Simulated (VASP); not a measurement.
# Mg: surface energy and work function by face, part 3 of 4

How do surface energy, work function and relaxation of Mg depend on the face?

VASP 6.6.1; PBE; plane waves and PAW (Mg).

So far. Step 3 (The bulk reference, job self-consistent run, k-mesh …): The run ends at a pressure of 0.03 GPa. Step 4 (Surface relaxation, 8 atoms, face Mg(0001)): The run ended after 10 ionic steps, 0.008 eV below its first step, once the forces on the free atoms met EDIFFG = -0.03.

## Step 5: Potential and states of the slab, 8 atoms, face Mg(0001)

A static run writes the electrostatic potential without exchange and correlation (LVHAR), which is flat in the vacuum and gives the level to count from. The dipole correction cancels the field that unlike faces would set up across the vacuum.

File INCAR:

```
SYSTEM = Mg
PREC = Normal
ENCUT = 320
EDIFF = 1E-06
NELM = 120
ISMEAR = 1
SIGMA = 0.15
LREAL = .FALSE.
ALGO = Fast
GGA = PE
NBANDS = 16
LORBIT = 11
LWAVE = .FALSE.
LCHARG = .TRUE.
KPAR = 4
IDIPOL = 3
LDIPOL = .TRUE.
DIPOL = 0.5 0.5 0.5
LVHAR = .TRUE.
LVACPOTAV = .TRUE.
NEDOS = 1500
```

File POSCAR:

```
Mg
1.0
    3.1860766375      0.0000000000      0.0000000000
    1.5930383187      2.7592233065      0.0000000000
    0.0000000000      0.0000000000     33.2026618364
Mg
8
Direct
    0.6666666700      0.6666666700      0.2289552135
    0.0000000000      0.0000000000      0.3077436570
    0.6666666700      0.6666666700      0.3848578446
    0.0000000000      0.0000000000      0.4618026919
    0.6666666700      0.6666666700      0.5381973081
    0.0000000000      0.0000000000      0.6151421554
    0.6666666700      0.6666666700      0.6922563430
    0.0000000000      0.0000000000      0.7710447865
```

File KPOINTS:

```
Automatic mesh
0
Gamma
12 12 1
0 0 0
```

PAW data sets: Mg (PBE family, release 64).

Launch:

```console
> mpirun -np 4 vasp_std
```

The program printed:

```text
[... set-up lines as in an earlier step ...]
 entering main loop
       N       E                     dE             d eps       ncg     rms          rms(c)
DAV:   1     0.136584429893E+02    0.13658E+02   -0.31951E+03   608   0.461E+02
DAV:   2    -0.107257200332E+02   -0.24384E+02   -0.22193E+02   824   0.688E+01
DAV:   3    -0.116495634585E+02   -0.92384E+00   -0.89605E+00   856   0.131E+01
DAV:   4    -0.116706836872E+02   -0.21120E-01   -0.21111E-01   832   0.243E+00
DAV:   5    -0.116715706329E+02   -0.88695E-03   -0.88690E-03   944   0.450E-01    0.210E+00
RMM:   6    -0.120285631080E+02   -0.35699E+00   -0.42989E-01   744   0.108E+00    0.196E+00
RMM:   7    -0.114893670730E+02    0.53920E+00   -0.94270E-02   742   0.593E-01    0.116E+00
RMM:   8    -0.114307689846E+02    0.58598E-01   -0.33454E-02   681   0.641E-01    0.412E-01
RMM:   9    -0.114270203724E+02    0.37486E-02   -0.10148E-02   748   0.411E-01    0.858E-02
RMM:  10    -0.114268230390E+02    0.19733E-03   -0.14346E-03   748   0.173E-01    0.301E-02
RMM:  11    -0.114268367490E+02   -0.13710E-04   -0.41548E-04   800   0.950E-02    0.149E-02
RMM:  12    -0.114268318646E+02    0.48843E-05   -0.93881E-05   767   0.425E-02    0.706E-03
RMM:  13    -0.114268479148E+02   -0.16050E-04   -0.36492E-05   742   0.261E-02    0.432E-03
RMM:  14    -0.114268709754E+02   -0.23061E-04   -0.17377E-05   729   0.169E-02    0.203E-03
RMM:  15    -0.114268750714E+02   -0.40960E-05   -0.52315E-06   690   0.101E-02    0.144E-03
RMM:  16    -0.114268965517E+02   -0.21480E-04   -0.37316E-06   635   0.692E-03    0.933E-04
RMM:  17    -0.114268997960E+02   -0.32442E-05   -0.49094E-07   497   0.372E-03    0.580E-04
RMM:  18    -0.114269157348E+02   -0.15939E-04   -0.75508E-07   529   0.288E-03    0.407E-04
RMM:  19    -0.114269160756E+02   -0.34077E-06   -0.57103E-08   347   0.155E-03
 -----------------------------------------------------------------------------
|                                                                             |
|           W    W    AA    RRRRR   N    N  II  N    N   GGGG   !!!           |
|           W    W   A  A   R    R  NN   N  II  NN   N  G    G  !!!           |
|           W    W  A    A  R    R  N N  N  II  N N  N  G       !!!           |
|           W WW W  AAAAAA  RRRRR   N  N N  II  N  N N  G  GGG   !            |
|           WW  WW  A    A  R   R   N   NN  II  N   NN  G    G                |
|           W    W  A    A  R    R  N    N  II  N    N   GGGG   !!!           |
|                                                                             |
|     Did not find any points to average over, which means that no vacuum     |
|     field-free region was found. Please increase the size of  your cell     |
|     in the dimension of the dipole correction to obtain accurate            |
|     workfunction values.                                                    |
|                                                                             |
 -----------------------------------------------------------------------------

   1 F= -.11426916E+02 E0= -.11426172E+02  d E =-.223290E-02
```

Run time: 6 s. Hardware: 4 MPI ranks of Intel Xeon 6975P-C (Granite Rapids), shared host; peak memory 0.72 GiB.

From OUTCAR (step 5):

```text
   NELECT =      16.0000    total number of electrons

 dipolmoment           0.000000      0.000000      0.000000 electrons x Angstroem

 E-fermi :   0.3364

 k-point     1 :       0.0000    0.0000    0.0000
  band No.  band energies     occupation
    ...
      5      -4.7344      2.00000
      6      -3.9186      2.00000
      7      -2.9648      2.00000
      8      -1.8399      2.00000
      9      -0.9634      2.00000
     10       0.4676     -0.01370
     11       1.6811     -0.00000
     12       2.7975     -0.00000
     13       3.4920      0.00000
     14       4.3234      0.00000
    ...

  Total       -0.1511632     -0.1511632      0.0566607      0.0000000     -0.0000000     -0.0000000
  in kB       -0.8297374     -0.8297374      0.3110116      0.0000000     -0.0000000     -0.0000000
  external PRESSURE =      -0.4494877 kB  Pullay stress =       0.0000000 kB

 POSITION                                       TOTAL-FORCE (eV/Angst)
 -----------------------------------------------------------------------------------
      3.18608      1.83948      7.60192         0.000000      0.000000      0.005603
      0.00000      0.00000     10.21791         0.000000     -0.000000      0.000966
      3.18608      1.83948     12.77830         0.000000      0.000000     -0.015866
      0.00000      0.00000     15.33308        -0.000000     -0.000000     -0.021948
      3.18608      1.83948     17.86958         0.000000      0.000000      0.021948
      0.00000      0.00000     20.42436        -0.000000     -0.000000      0.015866
      3.18608      1.83948     22.98475        -0.000000     -0.000000     -0.000966
      0.00000      0.00000     25.60074        -0.000000     -0.000000     -0.005603
 -----------------------------------------------------------------------------------
    total drift:                                0.000067      0.000039     -0.000027

  FREE ENERGIE OF THE ION-ELECTRON SYSTEM (eV)
  ---------------------------------------------------
  free  energy   TOTEN  =       -11.4269160756 eV

  energy  without entropy=      -11.4246831745  energy(sigma->0) =      -11.42617178

 vacuum level on the upper side and lower side of the slab         3.990         3.990

[... 9 parts as in an earlier step ...]

[... 8 further parts left out ...]
```

This step gave:

```yaml
electronic_cycles: 19
dipole_moment: 0, 0, 0 e·Å
vacuum_levels: 3.99, 3.99 eV
work_functions_of_the_upper_and_lower_face: 3.654, 3.654 eV
```

The planar average of the electrostatic potential oscillates, so the rows of the table below give means over windows of 2.55 Å about each position, cut where the curve ends. Its maxima inside the range that stand out by 2 % of the span (Å: eV): 9.0: 0.943, 11.5: 0.845, 14.1: 0.792, 16.6: 0.728, 19.1: 0.792, 21.7: 0.845, 24.2: 0.943. Its minima: 7.6: -6.45, 10.2: -6.41, 12.7: -6.41, 15.4: -6.46, 17.8: -6.46, 20.5: -6.41, 23.0: -6.41, 25.6: -6.45.

Zero at the Fermi level. The planar average of the electrostatic potential by height; means over each step:

```
height (Å)  planar average of the electrostatic potential (eV)
      1.27                                                3.65
      3.82                                                3.63
      6.38                                             -0.0667
      8.92                                               -2.51
     11.47                                               -2.68
     14.03                                               -2.74
     16.57                                               -2.82
     19.12                                               -2.74
     21.67                                               -2.68
     24.22                                               -2.51
     26.77                                              -0.270
     29.32                                                3.63
     31.87                                                3.65
```

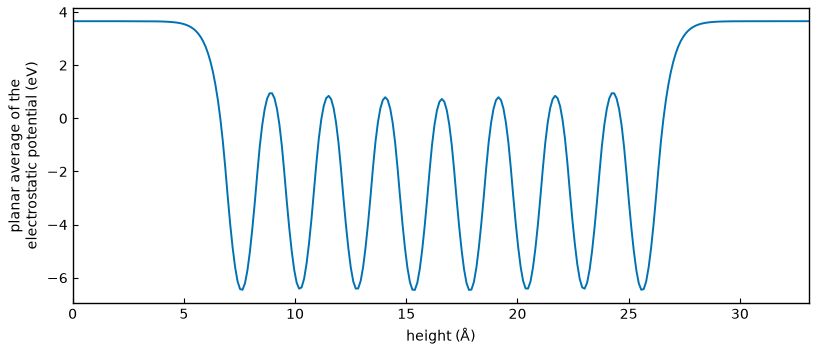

Planar average of the electrostatic potential, plotted against height.

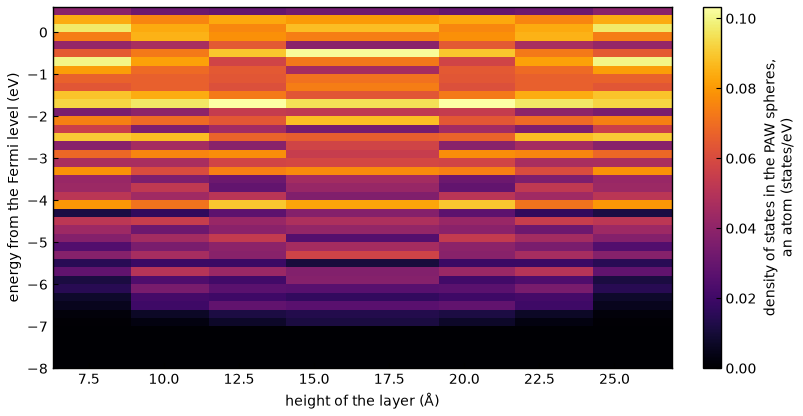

Density of states in the PAW spheres, an atom over height of the layer and energy from the Fermi level.

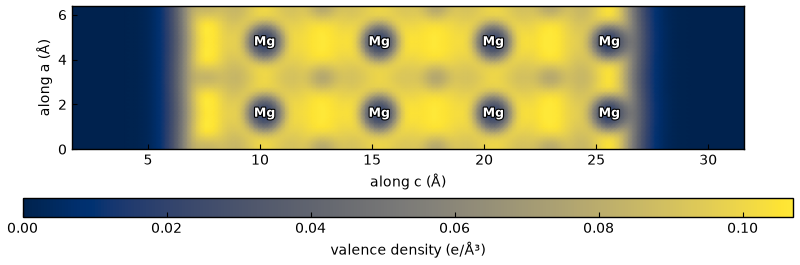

Valence density in the ca plane at fractional y = 0.000, with atoms of Mg within 0.2 Å of it. It is the smooth field of the valence electrons, not physical close to the nuclei. The map starts off the cell's origin, so that atoms lie inside it. The far vacuum is left out of the map.

The map of layer states is cut here 0.5 eV above the Fermi level, so it leaves out the states above that.

The vacuum level lies 3.65 eV above the Fermi level at the upper face; both faces agree, as the slab has next to no dipole.

The program found no field-free point at its default tolerance, but its printed level agrees with the flat part of the planar average.

On this mesh the fine structure of the density of states is sampling noise, and high empty states may be cut by the number of bands.

## Step 6: Relaxing the slab, 12 atoms, face Mg(10-10)

System of this step: Mg(10-10). The cell holds 12 atoms: 12 Mg. Cell: a = 3.186 Å, b = 5.201 Å, c = 29.716 Å, α = 90.0°, β = 90.0°, γ = 90.0°. It derives from Mg. 12 layers of hcp Mg, cut at this functional's lattice. Vacuum lies along c.

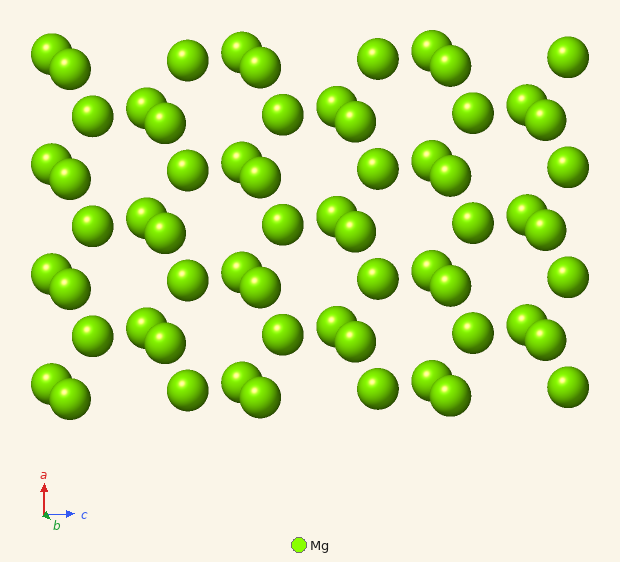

The cell of this step (magnesium green). 3×1×1 cells are drawn. Some periodic images of atoms are drawn too.

File INCAR:

```
SYSTEM = Mg
PREC = Normal
ENCUT = 320
EDIFF = 1E-05
NELM = 120
ISMEAR = 1
SIGMA = 0.15
LREAL = .FALSE.
ALGO = Fast
GGA = PE
NBANDS = 24
LORBIT = 11
LWAVE = .FALSE.
LCHARG = .FALSE.
KPAR = 4
IBRION = 2
NSW = 40
ISIF = 2
EDIFFG = -0.03
POTIM = 0.4
MAXMIX = 40
```

File POSCAR:

```
Mg
1.0
    3.1860766375      0.0000000000      0.0000000000
    0.0000000000      5.2007605247      0.0000000000
    0.0000000000      0.0000000000     29.7158576346
Mg
12
Direct
    0.0000000000      0.0000000000      0.2523904900
    0.5000000000      0.0000000000      0.3452440600
    0.5000000000      0.5000000000      0.2833416800
    0.0000000000      0.0000000000      0.4380976200
    0.0000000000      0.5000000000      0.3761952500
    0.5000000000      0.0000000000      0.5309511900
    0.5000000000      0.5000000000      0.4690488100
    0.0000000000      0.0000000000      0.6238047500
    0.0000000000      0.5000000000      0.5619023800
    0.5000000000      0.0000000000      0.7166583200
    0.5000000000      0.5000000000      0.6547559400
    0.0000000000      0.5000000000      0.7476095100
```

File KPOINTS:

```
Automatic mesh
0
Gamma
9 6 1
0 0 0
```

Launch:

```console
> mpirun -np 4 vasp_std
```

The program printed:

```text
[banner, memory and clock lines left out]
running    4 mpi-ranks, on    1 nodes
 distrk:  each k-point on    1 cores,    4 groups
 distr:  one band on    1 cores,    1 groups

 POSCAR found type information on POSCAR Mg
 POSCAR found :  1 types and      12 ions
 LDA part: xc-table for (Slater+PW92), standard interpolation
 POSCAR, INCAR and KPOINTS ok, starting setup
 FFT: planning ... GRIDC
 FFT: planning ... GRID_SOFT
 FFT: planning ... GRID
 WAVECAR not read
 entering main loop
       N       E                     dE             d eps       ncg     rms          rms(c)
DAV:   1     0.275399232146E+02    0.27540E+02   -0.49089E+03   960   0.460E+02
DAV:   2    -0.152527171273E+02   -0.42793E+02   -0.40451E+02  1336   0.757E+01
DAV:   3    -0.171231875947E+02   -0.18705E+01   -0.18228E+01  1288   0.151E+01
DAV:   4    -0.171730651852E+02   -0.49878E-01   -0.49855E-01  1352   0.299E+00
DAV:   5    -0.171747857989E+02   -0.17206E-02   -0.17206E-02  1496   0.521E-01    0.268E+00
RMM:   6    -0.172519767681E+02   -0.77191E-01   -0.54934E-01   976   0.112E+00    0.210E+00
RMM:   7    -0.167606517626E+02    0.49133E+00   -0.11686E-01   991   0.617E-01    0.135E+00
RMM:   8    -0.166887644045E+02    0.71887E-01   -0.53791E-02  1002   0.689E-01    0.396E-01
RMM:   9    -0.166846789172E+02    0.40855E-02   -0.86726E-03  1005   0.373E-01    0.883E-02
RMM:  10    -0.166846300741E+02    0.48843E-04   -0.20074E-03  1020   0.186E-01    0.396E-02
RMM:  11    -0.166847198339E+02   -0.89760E-04   -0.46973E-04   981   0.927E-02    0.143E-02
RMM:  12    -0.166847309566E+02   -0.11123E-04   -0.20424E-04   936   0.539E-02    0.977E-03
RMM:  13    -0.166847963011E+02   -0.65345E-04   -0.11447E-04   919   0.339E-02    0.428E-03
RMM:  14    -0.166848131160E+02   -0.16815E-04   -0.24255E-05   784   0.195E-02    0.293E-03
RMM:  15    -0.166848379312E+02   -0.24815E-04   -0.13022E-05   724   0.116E-02    0.143E-03
RMM:  16    -0.166848570087E+02   -0.19078E-04   -0.32309E-06   654   0.716E-03    0.956E-04
RMM:  17    -0.166848829196E+02   -0.25911E-04   -0.30210E-06   610   0.511E-03    0.559E-04
RMM:  18    -0.166848911132E+02   -0.81935E-05   -0.49145E-07   489   0.352E-03
   1 F= -.16684891E+02 E0= -.16682356E+02  d E =-.166849E+02
 curvature:   0.00 expect dE= 0.000E+00 dE for cont linesearch  0.000E+00
 trial: gam= 0.00000 g(F)=  0.238E-02 g(S)=  0.000E+00 ort = 0.000E+00 (trialstep = 0.100E+01)
 search vector abs. value=  0.238E-02
 bond charge predicted
       N       E                     dE             d eps       ncg     rms          rms(c)
DAV:   1    -0.166871894816E+02   -0.23066E-02   -0.31603E-03  1176   0.259E-01    0.981E-03
RMM:   2    -0.166871891978E+02    0.28380E-06   -0.72871E-05   974   0.413E-02
   2 F= -.16687189E+02 E0= -.16684693E+02  d E =-.229808E-02
[...]
3 F= -.16693207E+02 E0= -.16690840E+02  d E =-.831629E-02
[...]
4 F= -.16701340E+02 E0= -.16699183E+02  d E =-.164492E-01
[...]
5 F= -.16702968E+02 E0= -.16701053E+02  d E =-.180773E-01
[...]
6 F= -.16704559E+02 E0= -.16702575E+02  d E =-.196675E-01
[...]
7 F= -.16706484E+02 E0= -.16704519E+02  d E =-.192516E-02
 trial-energy change:   -0.001925  1 .order   -0.001918   -0.002326   -0.001510
 step:  12.0399(harm= 12.0399)  dis= 0.02680  next Energy=   -16.707875 (dE=-0.332E-02)
 bond charge predicted
       N       E                     dE             d eps       ncg     rms          rms(c)
DAV:   1    -0.167079020062E+02   -0.14218E-02   -0.58517E-02   992   0.110E+00    0.457E-02
RMM:   2    -0.167079701504E+02   -0.68144E-04   -0.19968E-03  1035   0.204E-01    0.174E-02
RMM:   3    -0.167079998083E+02   -0.29658E-04   -0.34644E-04  1110   0.923E-02    0.233E-02
RMM:   4    -0.167080050607E+02   -0.52524E-05   -0.47712E-05   886   0.365E-02
   8 F= -.16708005E+02 E0= -.16706085E+02  d E =-.344645E-02
 curvature:  -7.44 expect dE=-0.373E-03 dE for cont linesearch -0.298E-05
 trial: gam= 0.06683 g(F)=  0.501E-04 g(S)=  0.000E+00 ort = 0.165E-04 (trialstep = 0.578E+01)
 search vector abs. value=  0.554E-04
 reached required accuracy - stopping structural energy minimisation
```

It took 37 s on 4 MPI ranks; peak memory 1 GiB; 2.4 min of CPU time.

OUTCAR, selected parts (step 6):

```text
   k-points           NKPTS =     20   k-points in BZ     NKDIM =     20   number of bands    NBANDS=     24

   ENCUT  =  320.0 eV  23.52 Ry    4.85 a.u.   4.65  7.59 43.34*2*pi/ulx,y,z

   NELECT =      24.0000    total number of electrons

 E-fermi :  -0.0952

 k-point     1 :       0.0000    0.0000    0.0000
  band No.  band energies     occupation
    ...
     11      -0.8441      2.00000
     12      -0.8206      2.00000
     13      -0.4585      2.00326
     14      -0.2057      1.94421
     15      -0.0980      1.03211
     16       0.4565     -0.00000
     17       0.8120     -0.00000
     18       1.0131     -0.00000
     19       1.4150     -0.00000
     20       1.8978     -0.00000
    ...

  Total       -1.3758253     -1.0892869     -0.3193186      0.0000000      0.0000000      0.0000000
  in kB       -4.4767469     -3.5443901     -1.0390190      0.0000000      0.0000000      0.0000000
  external PRESSURE =      -3.0200520 kB  Pullay stress =       0.0000000 kB

 POSITION                                       TOTAL-FORCE (eV/Angst)
 -----------------------------------------------------------------------------------
      0.00000      0.00000      7.55238         0.000000      0.000000      0.011091
      1.59304      0.00000     10.31045         0.000000      0.000000      0.011626
      1.59304      2.60038      8.32662         0.000000      0.000000      0.011809
      0.00000      0.00000     13.06237         0.000000      0.000000     -0.009549
      0.00000      2.60038     11.12790         0.000000      0.000000     -0.012482
      1.59304      0.00000     15.81132         0.000000      0.000000     -0.002237
      1.59304      2.60038     13.90454         0.000000      0.000000      0.002237
      0.00000      0.00000     18.58796         0.000000      0.000000      0.012482
      0.00000      2.60038     16.65349         0.000000      0.000000      0.009549
      1.59304      0.00000     21.38924         0.000000      0.000000     -0.011809
      1.59304      2.60038     19.40541         0.000000      0.000000     -0.011626
      0.00000      2.60038     22.16348         0.000000      0.000000     -0.011091
 -----------------------------------------------------------------------------------
    total drift:                               -0.000000     -0.000000      0.000000

  FREE ENERGIE OF THE ION-ELECTRON SYSTEM (eV)
  ---------------------------------------------------
  free  energy   TOTEN  =       -16.7080050607 eV

  energy  without entropy=      -16.7022453803  energy(sigma->0) =      -16.70608517

[... 1 part as in an earlier step ...]

[... 15 further parts left out ...]
```

The run keeps the 8 symmetry operations of its start, so it cannot find a distortion of lower symmetry.

Step by step:

```
step  energy less that of the first step (eV)  largest force (eV/Å)
   1                                   0.0000                0.1265
   2                                  -0.0023                0.1176
   3                                  -0.0083                0.0925
   4                                  -0.0164                0.0438
   5                                  -0.0181                0.0714
   6                                  -0.0197                0.0552
   7                                  -0.0216                0.0346
   8                                  -0.0231                0.0125
```

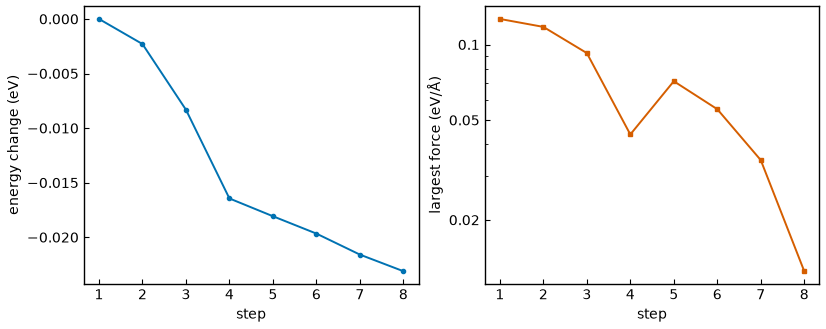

Energy and largest force along the relaxation.

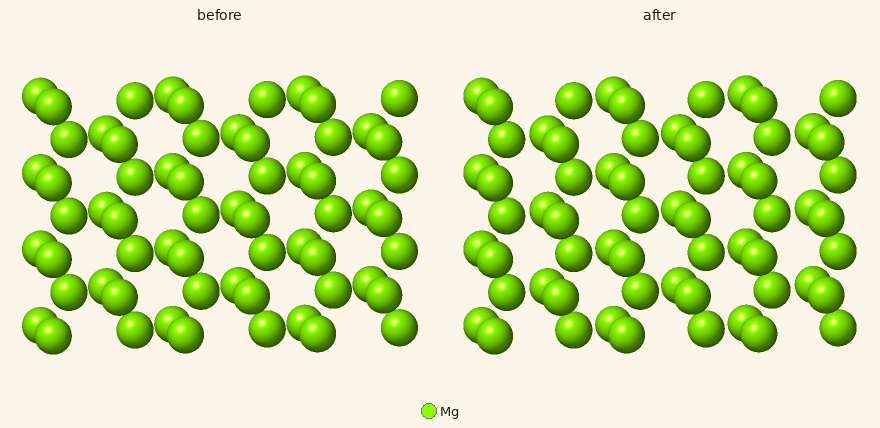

Before and after, at one scale.

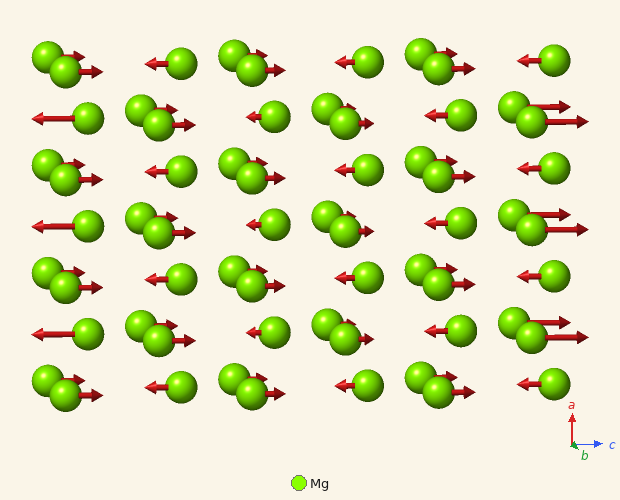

Displacements in the relaxation, exaggerated; the longest in the cell stands for 0.09 Å. 3×1×1 cells are drawn. Some periodic images of atoms are drawn too.

The atoms that moved most (Å):

```
atom     dx     dy      dz  length
Mg10  0.000  0.000   0.093   0.093
 Mg3  0.000  0.000  -0.093   0.093
Mg12  0.000  0.000  -0.052   0.052
 Mg1  0.000  0.000   0.052   0.052
Mg11  0.000  0.000  -0.051   0.051
 Mg2  0.000  0.000   0.051   0.051
 Mg8  0.000  0.000   0.051   0.051
 Mg5  0.000  0.000  -0.051   0.051
```

The relaxed structure:

```xyz
12
Lattice="3.1861 0.0000 0.0000 0.0000 5.2008 0.0000 0.0000 0.0000 29.7159" Properties=species:S:1:pos:R:3
Mg    0.0000    0.0000    7.5524
Mg    1.5930    0.0000   10.3104
Mg    1.5930    2.6004    8.3266
Mg    0.0000    0.0000   13.0624
Mg    0.0000    2.6004   11.1279
Mg    1.5930    0.0000   15.8113
Mg    1.5930    2.6004   13.9045
Mg    0.0000    0.0000   18.5880
Mg    0.0000    2.6004   16.6535
Mg    1.5930    0.0000   21.3892
Mg    1.5930    2.6004   19.4054
Mg    0.0000    2.6004   22.1635
```

This step gave:

- electronic cycles: 46
- electrons: 24
- free energy (TOTEN): -16.71 eV
- energy at zero smearing: -16.71 eV
- Fermi energy: -0.0952 eV

The run ended after 8 ionic steps, 0.023 eV below its first step, once the forces on the free atoms met EDIFFG = -0.03.

(Part 3 of 4 ends here.)

[Lines on the potential files, build, host, timing and source positions are cut from VASP's logs without a mark.]

[Logs are printed without paths, hosts, clocks, repeated set-up lines and the standing remarks that a program may print on its own settings, such as how far it seeks lower states.]

[Hosts, paths, dates, database ids (printed as entryN), source tags and the programs' standing remarks are cut or masked in the printed files.]

[Runs that stopped without an error message from VASP are left out.]
